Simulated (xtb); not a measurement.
**SiH$_{3}$S$_{3}$F: molecular dynamics (part 2 of 2)**

Continued. System: SiH$_{3}$S$_{3}$F, multiplicity 3. Method: GFN2-xTB, GBSA solvent chcl3 (xtb 6.7.1). The starting geometry was optimised with GFN2-xTB.

Geometry of the input (Å):
```
F  -1.0516  0.5679  1.1745
Si -0.0363  0.0253  0.0366
S  1.9282  0.6477  0.6022
S  -0.6551  0.9083  -1.8089
S  -0.2232  -2.1041  0.0192
H  2.0107  -0.1454  1.6601
H  -0.3702  2.1513  -1.4498
H  -1.5103  -2.1082  -0.2897
```

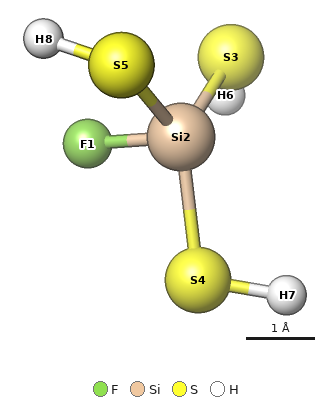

Figure 1. The geometry at step 13 of the log (ball-and-stick view, seen at a tilt; atoms are numbered from 1 in the order of the input).

Output, continued:
```
 ---------------------------------------------------------------------------
     1   9 F    1.235 --     2 Si   1.112
     2  14 Si   3.734 --     1 F    1.112     4 S    0.858     3 S    0.856
                             5 S    0.848
     3  16 S    2.126 --     6 H    0.934     2 Si   0.856     4 S    0.159
                             5 S    0.127
     4  16 S    2.140 --     7 H    0.937     2 Si   0.858     3 S    0.159
                             5 S    0.133
     5  16 S    2.100 --     8 H    0.940     2 Si   0.848     4 S    0.133
                             3 S    0.127
     6   1 H    0.968 --     3 S    0.934
     7   1 H    0.967 --     4 S    0.937
     8   1 H    0.966 --     5 S    0.940
 ---------------------------------------------------------------------------

Topologies differ in total number of bonds
Writing topology from bond orders to xtbtopo.mol

molecular dipole:
                 x           y           z       tot (Debye)
 q only:       -0.144       0.034       0.112
   full:       -0.561       0.242       0.580       2.141
molecular quadrupole (traceless):
                xx          xy          yy          xz          yz          zz
 q only:       -0.213       1.005       1.205       2.006      -1.513      -0.991
  q+dip:       -0.041       0.258       0.556       0.723      -0.956      -0.515
   full:       -0.241       1.082       1.441       2.387      -1.875      -1.199

           -------------------------------------------------
          | TOTAL ENERGY              -17.668270767237 Eh   |
          | GRADIENT NORM               0.096196550467 Eh/α |
          | HOMO-LUMO GAP               0.463127206910 eV   |
           -------------------------------------------------
           -------------------------------------------------
          |               Molecular Dynamics                |
           -------------------------------------------------
 trajectories on xtb.trj or xtb.trj.<n>

 MD time /ps        :    0.10
 dt /fs             :    2.00
 SCC accuracy       :    2.00
 temperature /K     :  700.00
 max steps          :    50
 block length (av.) :  2500
 dumpstep(trj) /fs  :    4.00     2
 dumpstep(coords)/fs: 1000.00   500
 H atoms mass (amu) :     2
 # deg. of freedom  :    17
 SHAKE on. # bonds  :           7  all: T
 Berendsen THERMOSTAT on
         time (ps)    <Epot>      Ekin   <T>   T     Etot
      0    0.00      0.00000   0.0400    0.    0.   -17.62823
 average properties
 Epot               :  -17.341874236339184
 Epot (accurate SCC):  -17.693370378225293
 Ekin               :   3.9959691987940214E-002
 Etot               :  -17.301914544351245
 T                  :   1484.5040731938084
 normal exit of md()

------------------------------------------------------------------------
------------------------------------------------------------------------
 total:
 *  cpu-time:     0 d,  0 h,  0 min,  0.413 sec
 * ratio c/w:     1.000 speedup
 SCF:
 *  cpu-time:     0 d,  0 h,  0 min,  0.012 sec
 * ratio c/w:     1.000 speedup
 MD:
 *  cpu-time:     0 d,  0 h,  0 min,  0.395 sec
 * ratio c/w:     1.000 speedup
```

Standard error:
```
normal termination of xtb
```

Trajectory as extended XYZ (Å, eV, eV/Å), 22 of the 25 frames kept, from step=0 to step=24:
```
8
Properties=species:S:1:pos:R:3 step=0 time_fs=0.0 energy=-480.77814
F    -1.0516    0.5679    1.1745
Si   -0.0363    0.0253    0.0366
S     1.9282    0.6477    0.6022
S    -0.6551    0.9083   -1.8089
S    -0.2232   -2.1041    0.0192
H     2.0107   -0.1454    1.6601
H    -0.3702    2.1513   -1.4498
H    -1.5103   -2.1082   -0.2897
8
Properties=species:S:1:pos:R:3 step=1 time_fs=4.0 energy=-480.76957
F    -1.0338    0.5796    1.1854
Si   -0.0483    0.0232    0.0280
S     1.9126    0.6539    0.5969
S    -0.6588    0.9255   -1.8109
S    -0.2199   -2.1075    0.0267
H     2.1053   -0.0160    1.7235
H    -0.2707    2.1125   -1.3687
H    -1.5247   -2.2160   -0.1673
8
Properties=species:S:1:pos:R:3 step=2 time_fs=8.0 energy=-480.85130
F    -1.0134    0.5819    1.1844
Si   -0.0545    0.0141    0.0104
S     1.8972    0.6536    0.6008
S    -0.6603    0.9442   -1.8162
S    -0.2220   -2.1168    0.0290
H     2.1873    0.1108    1.7739
H    -0.1522    2.0478   -1.2877
H    -1.5272   -2.3200   -0.0553
8
Properties=species:S:1:pos:R:3 step=3 time_fs=12.0 energy=-480.94589
F    -0.9891    0.5813    1.1772
Si   -0.0555    0.0033   -0.0122
S     1.8824    0.6536    0.6108
S    -0.6667    0.9662   -1.8198
S    -0.2276   -2.1269    0.0331
H     2.2713    0.2581    1.8139
H    -0.0330    1.9688   -1.2295
H    -1.5178   -2.4209    0.0636
8
Properties=species:S:1:pos:R:3 step=5 time_fs=20.0 energy=-481.14906
F    -0.9327    0.5714    1.1459
Si   -0.0423   -0.0255   -0.0670
S     1.8547    0.6516    0.6469
S    -0.6885    1.0175   -1.8172
S    -0.2488   -2.1502    0.0445
H     2.4239    0.6270    1.8429
H     0.1708    1.8570   -1.2585
H    -1.4625   -2.5962    0.3271
8
Properties=species:S:1:pos:R:3 step=6 time_fs=24.0 energy=-481.26657
F    -0.9033    0.5625    1.1231
Si   -0.0286   -0.0435   -0.0968
S     1.8416    0.6492    0.6707
S    -0.7011    1.0447   -1.8092
S    -0.2631   -2.1630    0.0511
H     2.4718    0.8375    1.8206
H     0.2494    1.8498   -1.3580
H    -1.4188   -2.6552    0.4681
8
Properties=species:S:1:pos:R:3 step=7 time_fs=28.0 energy=-481.36112
F    -0.8748    0.5513    1.0969
Si   -0.0110   -0.0630   -0.1266
S     1.8292    0.6462    0.6962
S    -0.7133    1.0717   -1.7963
S    -0.2786   -2.1757    0.0578
H     2.4871    1.0498    1.7729
H     0.3079    1.8649   -1.5076
H    -1.3682   -2.6841    0.6112
8
Properties=species:S:1:pos:R:3 step=8 time_fs=32.0 energy=-481.41635
F    -0.8488    0.5377    1.0681
Si    0.0099   -0.0831   -0.1557
S     1.8180    0.6428    0.7219
S    -0.7239    1.0983   -1.7788
S    -0.2946   -2.1874    0.0641
H     2.4646    1.2529    1.7041
H     0.3408    1.8821   -1.6929
H    -1.3133   -2.6767    0.7532
8
Properties=species:S:1:pos:R:3 step=9 time_fs=36.0 energy=-481.44640
F    -0.8263    0.5218    1.0375
Si    0.0336   -0.1028   -0.1836
S     1.8086    0.6392    0.7466
S    -0.7326    1.1239   -1.7573
S    -0.3106   -2.1973    0.0698
H     2.4020    1.4396    1.6196
H     0.3457    1.8813   -1.8944
H    -1.2548   -2.6296    0.8905
8
Properties=species:S:1:pos:R:3 step=10 time_fs=40.0 energy=-481.48926
F    -0.8080    0.5032    1.0053
Si    0.0597   -0.1213   -0.2101
S     1.8015    0.6354    0.7696
S    -0.7395    1.1483   -1.7326
S    -0.3264   -2.2044    0.0748
H     2.2969    1.6062    1.5227
H     0.3256    1.8490   -2.0928
H    -1.1910   -2.5432    1.0180
8
Properties=species:S:1:pos:R:3 step=11 time_fs=44.0 energy=-481.57623
F    -0.7945    0.4819    0.9717
Si    0.0881   -0.1379   -0.2354
S     1.7973    0.6313    0.7909
S    -0.7451    1.1712   -1.7053
S    -0.3424   -2.2079    0.0794
H     2.1472    1.7483    1.4113
H     0.2866    1.7781   -2.2732
H    -1.1186   -2.4225    1.1299
8
Properties=species:S:1:pos:R:3 step=13 time_fs=52.0 energy=-481.87592
F    -0.7818    0.4296    0.8990
Si    0.1518   -0.1637   -0.2828
S     1.7975    0.6237    0.8298
S    -0.7531    1.2130   -1.6445
S    -0.3751   -2.2016    0.0896
H     1.7222    1.9126    1.1266
H     0.1691    1.5151   -2.5466
H    -0.9403   -2.1163    1.2835
8
Properties=species:S:1:pos:R:3 step=14 time_fs=56.0 energy=-482.00653
F    -0.7818    0.3990    0.8599
Si    0.1860   -0.1725   -0.3050
S     1.8004    0.6220    0.8477
S    -0.7551    1.2322   -1.6126
S    -0.3916   -2.1911    0.0961
H     1.4685    1.9003    0.9524
H     0.0882    1.3307   -2.6297
H    -0.8369   -1.9553    1.3200
8
Properties=species:S:1:pos:R:3 step=15 time_fs=60.0 energy=-481.99174
F    -0.7848    0.3664    0.8200
Si    0.2200   -0.1788   -0.3260
S     1.8032    0.6234    0.8642
S    -0.7548    1.2502   -1.5814
S    -0.4075   -2.1765    0.1037
H     1.2214    1.8099    0.7705
H    -0.0144    1.1265   -2.6731
H    -0.7302   -1.8075    1.3332
8
Properties=species:S:1:pos:R:3 step=16 time_fs=64.0 energy=-481.73107
F    -0.7898    0.3329    0.7806
Si    0.2521   -0.1834   -0.3456
S     1.8042    0.6283    0.8787
S    -0.7517    1.2667   -1.5531
S    -0.4225   -2.1594    0.1121
H     1.0187    1.6598    0.6065
H    -0.1438    0.9233   -2.6791
H    -0.6267   -1.6885    1.3321
8
Properties=species:S:1:pos:R:3 step=17 time_fs=68.0 energy=-481.29372
F    -0.7957    0.2995    0.7431
Si    0.2806   -0.1873   -0.3635
S     1.8027    0.6358    0.8903
S    -0.7456    1.2810   -1.5296
S    -0.4366   -2.1419    0.1209
H     0.8894    1.5076    0.4891
H    -0.3012    0.7432   -2.6559
H    -0.5325   -1.6126    1.3303
8
Properties=species:S:1:pos:R:3 step=18 time_fs=72.0 energy=-480.95947
F    -0.8020    0.2673    0.7094
Si    0.3043   -0.1916   -0.3796
S     1.7991    0.6437    0.8988
S    -0.7365    1.2924   -1.5124
S    -0.4494   -2.1260    0.1296
H     0.8357    1.4249    0.4335
H    -0.4846    0.6034   -2.6156
H    -0.4504   -1.5900    1.3399
8
Properties=species:S:1:pos:R:3 step=19 time_fs=76.0 energy=-480.93331
F    -0.8086    0.2372    0.6807
Si    0.3225   -0.1963   -0.3931
S     1.7942    0.6505    0.9043
S    -0.7247    1.3008   -1.5024
S    -0.4607   -2.1131    0.1378
H     0.8465    1.4516    0.4406
H    -0.6889    0.5123   -2.5665
H    -0.3799   -1.6238    1.3650
8
Properties=species:S:1:pos:R:3 step=21 time_fs=84.0 energy=-481.38337
F    -0.8220    0.1888    0.6437
Si    0.3403   -0.2069   -0.4112
S     1.7799    0.6637    0.9064
S    -0.6955    1.3094   -1.5051
S    -0.4770   -2.1001    0.1518
H     1.0653    1.7469    0.6398
H    -1.1246    0.4735   -2.4391
H    -0.2650   -1.8291    1.4299
8
Properties=species:S:1:pos:R:3 step=22 time_fs=88.0 energy=-481.44996
F    -0.8296    0.1731    0.6368
Si    0.3394   -0.2115   -0.4147
S     1.7699    0.6736    0.9031
S    -0.6789    1.3107   -1.5167
S    -0.4808   -2.1009    0.1570
H     1.2646    1.8943    0.8041
H    -1.3295    0.5119   -2.3497
H    -0.2168   -1.9685    1.4473
8
Properties=species:S:1:pos:R:3 step=23 time_fs=92.0 energy=-481.38550
F    -0.8391    0.1641    0.6381
Si    0.3320   -0.2144   -0.4133
S     1.7591    0.6863    0.8976
S    -0.6613    1.3108   -1.5339
S    -0.4811   -2.1063    0.1602
H     1.4882    1.9808    0.9734
H    -1.5087    0.5746   -2.2376
H    -0.1716   -2.1095    1.4471
8
Properties=species:S:1:pos:R:3 step=24 time_fs=96.0 energy=-481.28352
F    -0.8515    0.1623    0.6472
Si    0.3183   -0.2146   -0.4062
S     1.7492    0.7002    0.8907
S    -0.6428    1.3096   -1.5557
S    -0.4776   -2.1159    0.1605
H     1.7027    2.0036    1.1232
H    -1.6541    0.6509   -2.1021
H    -0.1263   -2.2396    1.4306
```

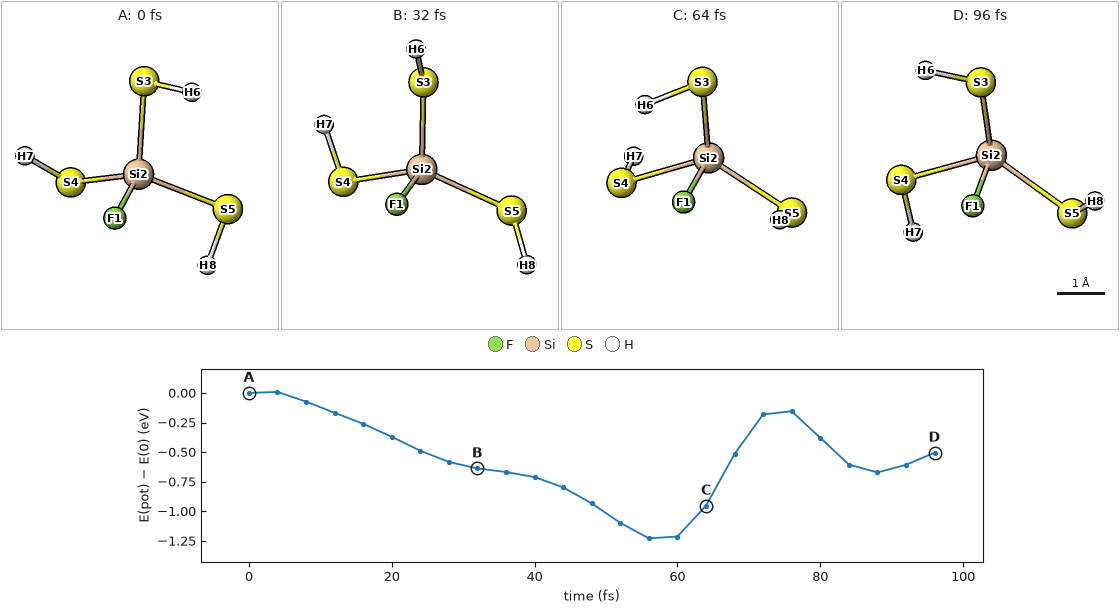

Figure 2. Frames of the molecular dynamics (ball-and-stick, seen at a tilt) above the curves, on which the letters mark them. The trajectory kept here has 25 frames over 96 fs. The potential energy ends 0.505 eV below its first value. After an unweighted best fit of the last frame on the first, the root-mean-square displacement is 1.00 Å.

Summary:

```json
{"quantity": "outcome", "value": "finished"}
{"quantity": "trajectory", "value": "25 frames kept, 96 fs"}
{"quantity": "electrons treated", "value": "32"}
{"quantity": "potential energy (first step)", "value": "−17.668271 hartree"}
{"quantity": "dispersion energy (first step)", "value": "−0.007602 hartree"}
{"quantity": "solvation energy (first step)", "value": "−0.011334 hartree"}
{"quantity": "basis functions (first step)", "value": "47"}
{"quantity": "hardware", "value": "1 thread of Intel Xeon (Granite Rapids), 128 GiB of memory available, shared host"}
{"quantity": "peak memory", "value": "0.073 GiB"}
```

So short a trajectory is not equilibrated.
